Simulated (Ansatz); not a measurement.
# Molecular dynamics, with input and output: CHBFOSi (charge +1) (part 1 of 3)

System: CHBFOSi, charge +1, SMILES B#CO[SiH+]F.
Method: RKS PBE-D4/def2-SVP (Ansatz 0.2.0).

It belongs to a series of runs on one base structure; here: dynamics from the last frame of an earlier run. Figures and captions count atoms from 1; the log counts them from 0 in places.

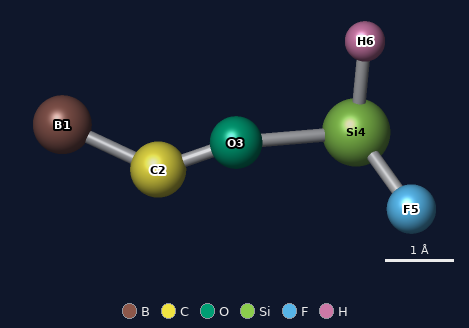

The structure as given in the input (ball-and-stick view, seen on its broad side; atoms are numbered from 1 in the order of the input).

Input
```yaml
crystal:
  periodic: [false, false, false]
  atoms:
    - { symbol: B, position_ang: [1.319902, -2.625734, 1.063225] }
    - { symbol: C, position_ang: [0.765967, -1.59966, -0.010304] }
    - { symbol: O, position_ang: [0.282634, -0.463442, 0.010704] }
    - { symbol: Si, position_ang: [-0.994116, 0.819399, -0.315551] }
    - { symbol: F, position_ang: [-0.670548, 1.525774, -1.745086] }
    - { symbol: H, position_ang: [-0.615191, 1.648014, 0.850299] }
total_charge: 1
basis:
  gaussian: { orbitals: def2-SVP }
hamiltonian:
  xc: pbe
  dispersion: d4
md:
  timestep: 0.5
  n_steps: 150
  ensemble: nve
  temperature: 500.0
  initial_velocities: maxwell_boltzmann
  seed: 58363
  masses: [{ species: H, mass: 2.014 }]
```

Hardware: 1 thread of Arm Neoverse V2, 24 GiB of memory available, shared host.

Command:
```bash
ansatz run input.yaml --threads 1 --pin off --max-ram 2048MiB --backend cpu --events-out ev --progress --plain --runs-dir out
```

Log
```
Engine: ansatz 0.2.0, aarch64-unknown-linux-gnu
Functional definition: PBE
  parameter kappa = 0.804
  parameter beta = 0.06672455060314922
  exchange = pbe_x(kappa = kappa, mu = beta*pi^2/3)
  correlation = pbe_c(beta = beta)
857 factors; their error is unknown
mean field evaluation 1: about -14295.3819 eV, gradient 1.3e2 eV
mean field evaluation 2: about -13915.2517 eV, gradient 3.1e2 eV
mean field evaluation 4: about -14282.5721 eV, gradient 1.4e2 eV
mean field evaluation 8: about -14333.2847 eV, gradient 2.9e1 eV
mean field evaluation 16: about -14338.9949 eV, gradient 9.5e-2 eV
mean field evaluation 32: about -14336.2014 eV, gradient 1.9e1 eV
mean field -14338.99498332 eV, -526.9483463170 hartree, gradient 1.8e-5 eV, S^2 0.000000; 4 other end points of the search recorded, 0 dependent functions left out
the calculation of the forces begins
reference -14338.99501835 eV, -526.9483476043 hartree; 21, 21 occupied and 58, 58 virtual orbitals, 857 factors
md step     0: t =     0.00 fs  T =   500.0 K  F+E_penalty+E_count = -14339.10925721 eV  E_kin = 0.258520 eV  conserved = -14338.85073721 eV  (160 SCF iters)
these checks for a lower state are left out or cut short: starts, cluster_reference, orbital_swaps, neighbouring_geometries, increment
857 factors; their error is unknown
mean field -14338.98934149 eV, -526.9481389837 hartree, gradient 1.3e-5 eV, S^2 0.000000; 0 other end points of the search recorded, 0 dependent functions left out
the calculation of the forces begins
reference -14338.98937650 eV, -526.9481402703 hartree; 21, 21 occupied and 58, 58 virtual orbitals, 857 factors
md step     1: t =     0.50 fs  T =   489.2 K  F+E_penalty+E_count = -14339.10365834 eV  E_kin = 0.252929 eV  conserved = -14338.85072900 eV  (38 SCF iters)
[... from here on the SCF iterations and repeated set-up lines of each step are left out, up to the last step ...]
md step     2: t =     1.00 fs  T =   470.2 K  F+E_penalty+E_count = -14339.09379923 eV  E_kin = 0.243107 eV  conserved = -14338.85069265 eV  (37 SCF iters)
md step     3: t =     1.50 fs  T =   444.3 K  F+E_penalty+E_count = -14339.08033014 eV  E_kin = 0.229701 eV  conserved = -14338.85062962 eV  (36 SCF iters)
md step     4: t =     2.00 fs  T =   413.4 K  F+E_penalty+E_count = -14339.06431387 eV  E_kin = 0.213768 eV  conserved = -14338.85054574 eV  (37 SCF iters)
md step     5: t =     2.50 fs  T =   380.4 K  F+E_penalty+E_count = -14339.04713488 eV  E_kin = 0.196685 eV  conserved = -14338.85044946 eV  (37 SCF iters)
md step     6: t =     3.00 fs  T =   348.1 K  F+E_penalty+E_count = -14339.03035614 eV  E_kin = 0.180003 eV  conserved = -14338.85035278 eV  (38 SCF iters)
md step     7: t =     3.50 fs  T =   319.6 K  F+E_penalty+E_count = -14339.01553431 eV  E_kin = 0.165266 eV  conserved = -14338.85026819 eV  (38 SCF iters)
md step     8: t =     4.00 fs  T =   297.5 K  F+E_penalty+E_count = -14339.00402548 eV  E_kin = 0.153819 eV  conserved = -14338.85020664 eV  (37 SCF iters)
md step     9: t =     4.50 fs  T =   283.6 K  F+E_penalty+E_count = -14338.99681317 eV  E_kin = 0.146637 eV  conserved = -14338.85017615 eV  (36 SCF iters)
md step    10: t =     5.00 fs  T =   278.9 K  F+E_penalty+E_count = -14338.99438599 eV  E_kin = 0.144206 eV  conserved = -14338.85017991 eV  (37 SCF iters)
md step    11: t =     5.50 fs  T =   283.3 K  F+E_penalty+E_count = -14338.99668617 eV  E_kin = 0.146470 eV  conserved = -14338.85021622 eV  (37 SCF iters)
md step    12: t =     6.00 fs  T =   295.6 K  F+E_penalty+E_count = -14339.00313305 eV  E_kin = 0.152854 eV  conserved = -14338.85027934 eV  (36 SCF iters)
md step    13: t =     6.50 fs  T =   314.0 K  F+E_penalty+E_count = -14339.01271203 eV  E_kin = 0.162352 eV  conserved = -14338.85036035 eV  (36 SCF iters)
md step    14: t =     7.00 fs  T =   335.9 K  F+E_penalty+E_count = -14339.02411183 eV  E_kin = 0.173663 eV  conserved = -14338.85044919 eV  (36 SCF iters)
md step    15: t =     7.50 fs  T =   358.5 K  F+E_penalty+E_count = -14339.03588480 eV  E_kin = 0.185349 eV  conserved = -14338.85053578 eV  (37 SCF iters)
md step    16: t =     8.00 fs  T =   379.1 K  F+E_penalty+E_count = -14339.04660777 eV  E_kin = 0.195997 eV  conserved = -14338.85061081 eV  (36 SCF iters)
md step    17: t =     8.50 fs  T =   395.2 K  F+E_penalty+E_count = -14339.05502554 eV  E_kin = 0.204358 eV  conserved = -14338.85066775 eV  (36 SCF iters)
md step    18: t =     9.00 fs  T =   405.1 K  F+E_penalty+E_count = -14339.06015999 eV  E_kin = 0.209457 eV  conserved = -14338.85070313 eV  (36 SCF iters)
md step    19: t =     9.50 fs  T =   407.4 K  F+E_penalty+E_count = -14339.06137703 eV  E_kin = 0.210663 eV  conserved = -14338.85071427 eV  (36 SCF iters)
md step    20: t =    10.00 fs  T =   401.7 K  F+E_penalty+E_count = -14339.05841753 eV  E_kin = 0.207715 eV  conserved = -14338.85070271 eV  (37 SCF iters)
md step    21: t =    10.50 fs  T =   388.2 K  F+E_penalty+E_count = -14339.05138420 eV  E_kin = 0.200713 eV  conserved = -14338.85067109 eV  (37 SCF iters)
md step    22: t =    11.00 fs  T =   367.6 K  F+E_penalty+E_count = -14339.04070223 eV  E_kin = 0.190078 eV  conserved = -14338.85062386 eV  (38 SCF iters)
md step    23: t =    11.50 fs  T =   341.3 K  F+E_penalty+E_count = -14339.02705646 eV  E_kin = 0.176491 eV  conserved = -14338.85056563 eV  (38 SCF iters)
md step    24: t =    12.00 fs  T =   311.0 K  F+E_penalty+E_count = -14339.01131888 eV  E_kin = 0.160818 eV  conserved = -14338.85050123 eV  (37 SCF iters)
md step    25: t =    12.50 fs  T =   278.6 K  F+E_penalty+E_count = -14338.99447208 eV  E_kin = 0.144037 eV  conserved = -14338.85043518 eV  (37 SCF iters)
md step    26: t =    13.00 fs  T =   245.9 K  F+E_penalty+E_count = -14338.97753604 eV  E_kin = 0.127165 eV  conserved = -14338.85037146 eV  (37 SCF iters)
md step    27: t =    13.50 fs  T =   215.0 K  F+E_penalty+E_count = -14338.96150266 eV  E_kin = 0.111189 eV  conserved = -14338.85031365 eV  (37 SCF iters)
md step    28: t =    14.00 fs  T =   187.6 K  F+E_penalty+E_count = -14338.94727915 eV  E_kin = 0.097015 eV  conserved = -14338.85026440 eV  (37 SCF iters)
md step    29: t =    14.50 fs  T =   165.2 K  F+E_penalty+E_count = -14338.93564277 eV  E_kin = 0.085417 eV  conserved = -14338.85022581 eV  (36 SCF iters)
md step    30: t =    15.00 fs  T =   148.9 K  F+E_penalty+E_count = -14338.92720498 eV  E_kin = 0.077006 eV  conserved = -14338.85019944 eV  (37 SCF iters)
md step    31: t =    15.50 fs  T =   139.6 K  F+E_penalty+E_count = -14338.92238480 eV  E_kin = 0.072198 eV  conserved = -14338.85018637 eV  (37 SCF iters)
md step    32: t =    16.00 fs  T =   137.7 K  F+E_penalty+E_count = -14338.92139014 eV  E_kin = 0.071203 eV  conserved = -14338.85018730 eV  (37 SCF iters)
md step    33: t =    16.50 fs  T =   143.1 K  F+E_penalty+E_count = -14338.92420633 eV  E_kin = 0.074004 eV  conserved = -14338.85020252 eV  (37 SCF iters)
md step    34: t =    17.00 fs  T =   155.4 K  F+E_penalty+E_count = -14338.93059160 eV  E_kin = 0.080360 eV  conserved = -14338.85023193 eV  (37 SCF iters)
md step    35: t =    17.50 fs  T =   173.7 K  F+E_penalty+E_count = -14338.94007995 eV  E_kin = 0.089805 eV  conserved = -14338.85027491 eV  (37 SCF iters)
md step    36: t =    18.00 fs  T =   196.6 K  F+E_penalty+E_count = -14338.95199260 eV  E_kin = 0.101662 eV  conserved = -14338.85033028 eV  (37 SCF iters)
md step    37: t =    18.50 fs  T =   222.5 K  F+E_penalty+E_count = -14338.96545966 eV  E_kin = 0.115064 eV  conserved = -14338.85039603 eV  (37 SCF iters)
md step    38: t =    19.00 fs  T =   249.5 K  F+E_penalty+E_count = -14338.97945464 eV  E_kin = 0.128985 eV  conserved = -14338.85046914 eV  (37 SCF iters)
md step    39: t =    19.50 fs  T =   275.2 K  F+E_penalty+E_count = -14338.99284453 eV  E_kin = 0.142299 eV  conserved = -14338.85054569 eV  (37 SCF iters)
md step    40: t =    20.00 fs  T =   297.5 K  F+E_penalty+E_count = -14339.00445657 eV  E_kin = 0.153836 eV  conserved = -14338.85062058 eV  (37 SCF iters)
md step    41: t =    20.50 fs  T =   314.2 K  F+E_penalty+E_count = -14339.01316217 eV  E_kin = 0.162475 eV  conserved = -14338.85068703 eV  (37 SCF iters)
md step    42: t =    21.00 fs  T =   323.5 K  F+E_penalty+E_count = -14339.01797757 eV  E_kin = 0.167240 eV  conserved = -14338.85073767 eV  (37 SCF iters)
md step    43: t =    21.50 fs  T =   323.8 K  F+E_penalty+E_count = -14339.01817485 eV  E_kin = 0.167408 eV  conserved = -14338.85076658 eV  (37 SCF iters)
md step    44: t =    22.00 fs  T =   314.5 K  F+E_penalty+E_count = -14339.01338655 eV  E_kin = 0.162619 eV  conserved = -14338.85076709 eV  (37 SCF iters)
md step    45: t =    22.50 fs  T =   295.8 K  F+E_penalty+E_count = -14339.00369830 eV  E_kin = 0.152963 eV  conserved = -14338.85073525 eV  (37 SCF iters)
md step    46: t =    23.00 fs  T =   268.9 K  F+E_penalty+E_count = -14338.98970314 eV  E_kin = 0.139032 eV  conserved = -14338.85067113 eV  (37 SCF iters)
md step    47: t =    23.50 fs  T =   235.8 K  F+E_penalty+E_count = -14338.97249858 eV  E_kin = 0.121920 eV  conserved = -14338.85057832 eV  (37 SCF iters)
md step    48: t =    24.00 fs  T =   199.5 K  F+E_penalty+E_count = -14338.95361700 eV  E_kin = 0.103151 eV  conserved = -14338.85046612 eV  (38 SCF iters)
md step    49: t =    24.50 fs  T =   163.5 K  F+E_penalty+E_count = -14338.93487960 eV  E_kin = 0.084532 eV  conserved = -14338.85034765 eV  (37 SCF iters)
md step    50: t =    25.00 fs  T =   131.4 K  F+E_penalty+E_count = -14338.91818936 eV  E_kin = 0.067951 eV  conserved = -14338.85023839 eV  (36 SCF iters)
md step    51: t =    25.50 fs  T =   106.6 K  F+E_penalty+E_count = -14338.90528948 eV  E_kin = 0.055136 eV  conserved = -14338.85015371 eV  (38 SCF iters)
md step    52: t =    26.00 fs  T =    91.7 K  F+E_penalty+E_count = -14338.89752675 eV  E_kin = 0.047421 eV  conserved = -14338.85010564 eV  (37 SCF iters)
md step    53: t =    26.50 fs  T =    88.1 K  F+E_penalty+E_count = -14338.89566451 eV  E_kin = 0.045564 eV  conserved = -14338.85010052 eV  (37 SCF iters)
md step    54: t =    27.00 fs  T =    96.0 K  F+E_penalty+E_count = -14338.89978150 eV  E_kin = 0.049643 eV  conserved = -14338.85013872 eV  (37 SCF iters)
md step    55: t =    27.50 fs  T =   114.2 K  F+E_penalty+E_count = -14338.90927179 eV  E_kin = 0.059059 eV  conserved = -14338.85021329 eV  (37 SCF iters)
md step    56: t =    28.00 fs  T =   140.5 K  F+E_penalty+E_count = -14338.92294755 eV  E_kin = 0.072635 eV  conserved = -14338.85031267 eV  (37 SCF iters)
md step    57: t =    28.50 fs  T =   171.7 K  F+E_penalty+E_count = -14338.93921682 eV  E_kin = 0.088794 eV  conserved = -14338.85042288 eV  (36 SCF iters)
md step    58: t =    29.00 fs  T =   204.6 K  F+E_penalty+E_count = -14338.95630163 eV  E_kin = 0.105772 eV  conserved = -14338.85052980 eV  (37 SCF iters)
md step    59: t =    29.50 fs  T =   235.6 K  F+E_penalty+E_count = -14338.97245812 eV  E_kin = 0.121836 eV  conserved = -14338.85062164 eV  (36 SCF iters)
md step    60: t =    30.00 fs  T =   262.0 K  F+E_penalty+E_count = -14338.98616458 eV  E_kin = 0.135475 eV  conserved = -14338.85068985 eV  (36 SCF iters)
md step    61: t =    30.50 fs  T =   281.5 K  F+E_penalty+E_count = -14338.99625784 eV  E_kin = 0.145528 eV  conserved = -14338.85073001 eV  (36 SCF iters)
md step    62: t =    31.00 fs  T =   292.6 K  F+E_penalty+E_count = -14339.00200901 eV  E_kin = 0.151267 eV  conserved = -14338.85074223 eV  (36 SCF iters)
md step    63: t =    31.50 fs  T =   294.8 K  F+E_penalty+E_count = -14339.00313772 eV  E_kin = 0.152410 eV  conserved = -14338.85072732 eV  (36 SCF iters)
md step    64: t =    32.00 fs  T =   288.4 K  F+E_penalty+E_count = -14338.99978665 eV  E_kin = 0.149096 eV  conserved = -14338.85069062 eV  (37 SCF iters)
md step    65: t =    32.50 fs  T =   274.3 K  F+E_penalty+E_count = -14338.99245370 eV  E_kin = 0.141816 eV  conserved = -14338.85063721 eV  (36 SCF iters)
md step    66: t =    33.00 fs  T =   254.0 K  F+E_penalty+E_count = -14338.98191163 eV  E_kin = 0.131338 eV  conserved = -14338.85057334 eV  (37 SCF iters)
md step    67: t =    33.50 fs  T =   229.4 K  F+E_penalty+E_count = -14338.96911679 eV  E_kin = 0.118613 eV  conserved = -14338.85050414 eV  (36 SCF iters)
md step    68: t =    34.00 fs  T =   202.5 K  F+E_penalty+E_count = -14338.95512384 eV  E_kin = 0.104689 eV  conserved = -14338.85043454 eV  (37 SCF iters)
md step    69: t =    34.50 fs  T =   175.3 K  F+E_penalty+E_count = -14338.94100709 eV  E_kin = 0.090638 eV  conserved = -14338.85036859 eV  (36 SCF iters)
md step    70: t =    35.00 fs  T =   149.9 K  F+E_penalty+E_count = -14338.92779458 eV  E_kin = 0.077485 eV  conserved = -14338.85030948 eV  (37 SCF iters)
md step    71: t =    35.50 fs  T =   127.9 K  F+E_penalty+E_count = -14338.91641502 eV  E_kin = 0.066155 eV  conserved = -14338.85025988 eV  (37 SCF iters)
md step    72: t =    36.00 fs  T =   111.1 K  F+E_penalty+E_count = -14338.90765560 eV  E_kin = 0.057435 eV  conserved = -14338.85022104 eV  (37 SCF iters)
md step    73: t =    36.50 fs  T =   100.5 K  F+E_penalty+E_count = -14338.90213306 eV  E_kin = 0.051939 eV  conserved = -14338.85019442 eV  (36 SCF iters)
md step    74: t =    37.00 fs  T =    96.9 K  F+E_penalty+E_count = -14338.90027106 eV  E_kin = 0.050090 eV  conserved = -14338.85018084 eV  (36 SCF iters)
md step    75: t =    37.50 fs  T =   100.8 K  F+E_penalty+E_count = -14338.90228616 eV  E_kin = 0.052105 eV  conserved = -14338.85018076 eV  (29 SCF iters)
md step    76: t =    38.00 fs  T =   112.1 K  F+E_penalty+E_count = -14338.90817962 eV  E_kin = 0.057985 eV  conserved = -14338.85019434 eV  (29 SCF iters)
md step    77: t =    38.50 fs  T =   130.6 K  F+E_penalty+E_count = -14338.91773465 eV  E_kin = 0.067513 eV  conserved = -14338.85022147 eV  (36 SCF iters)
md step    78: t =    39.00 fs  T =   155.2 K  F+E_penalty+E_count = -14338.93051942 eV  E_kin = 0.080258 eV  conserved = -14338.85026166 eV  (36 SCF iters)
md step    79: t =    39.50 fs  T =   184.9 K  F+E_penalty+E_count = -14338.94589659 eV  E_kin = 0.095583 eV  conserved = -14338.85031394 eV  (37 SCF iters)
md step    80: t =    40.00 fs  T =   217.9 K  F+E_penalty+E_count = -14338.96304102 eV  E_kin = 0.112664 eV  conserved = -14338.85037670 eV  (36 SCF iters)
md step    81: t =    40.50 fs  T =   252.4 K  F+E_penalty+E_count = -14338.98096821 eV  E_kin = 0.130521 eV  conserved = -14338.85044754 eV  (37 SCF iters)
md step    82: t =    41.00 fs  T =   286.3 K  F+E_penalty+E_count = -14338.99857561 eV  E_kin = 0.148053 eV  conserved = -14338.85052294 eV  (36 SCF iters)
md step    83: t =    41.50 fs  T =   317.4 K  F+E_penalty+E_count = -14339.01470048 eV  E_kin = 0.164102 eV  conserved = -14338.85059866 eV  (36 SCF iters)
md step    84: t =    42.00 fs  T =   343.3 K  F+E_penalty+E_count = -14339.02819305 eV  E_kin = 0.177524 eV  conserved = -14338.85066858 eV  (144 SCF iters)
md step    85: t =    42.50 fs  T =   362.2 K  F+E_penalty+E_count = -14339.03800901 eV  E_kin = 0.187283 eV  conserved = -14338.85072621 eV  (37 SCF iters)
md step    86: t =    43.00 fs  T =   372.4 K  F+E_penalty+E_count = -14339.04331224 eV  E_kin = 0.192548 eV  conserved = -14338.85076383 eV  (36 SCF iters)
md step    87: t =    43.50 fs  T =   372.9 K  F+E_penalty+E_count = -14339.04358667 eV  E_kin = 0.192811 eV  conserved = -14338.85077606 eV  (37 SCF iters)
md step    88: t =    44.00 fs  T =   363.6 K  F+E_penalty+E_count = -14339.03873283 eV  E_kin = 0.187976 eV  conserved = -14338.85075710 eV  (37 SCF iters)
md step    89: t =    44.50 fs  T =   345.1 K  F+E_penalty+E_count = -14339.02914427 eV  E_kin = 0.178440 eV  conserved = -14338.85070469 eV  (37 SCF iters)
md step    90: t =    45.00 fs  T =   319.3 K  F+E_penalty+E_count = -14339.01573491 eV  E_kin = 0.165114 eV  conserved = -14338.85062118 eV  (35 SCF iters)
```
